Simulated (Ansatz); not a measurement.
The starting structures come from a database of crystals and need not be the phases stable at ambient conditions.

 Where the default PAW files enter, the runs use the earlier of Ansatz's two default sets.

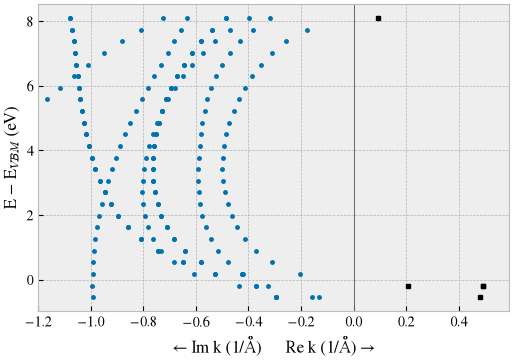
Figure: Complex bands at the centre of the two-dimensional zone; Ansatz (a first-principles code) with r2SCAN

The gap is the functional's own, uncorrected, and κ follows it; spin-orbit coupling is left out. Mid-gap values are interpolated between the computed energies.

Task: This is CsCaF3 (Pm-3m, cubic perovskite, not sure to be the ambient phase, 5 atoms a cell, 18.5 Å³ an atom) along the normal of (001). Read off the slowest decay at the centre of the two-dimensional zone at 4.14 eV, the computed energy nearest the middle of the gap.

Result: κ ≈ 0.49 1/Å, a decay length 1/(2κ) of the density of 1.0 Å.
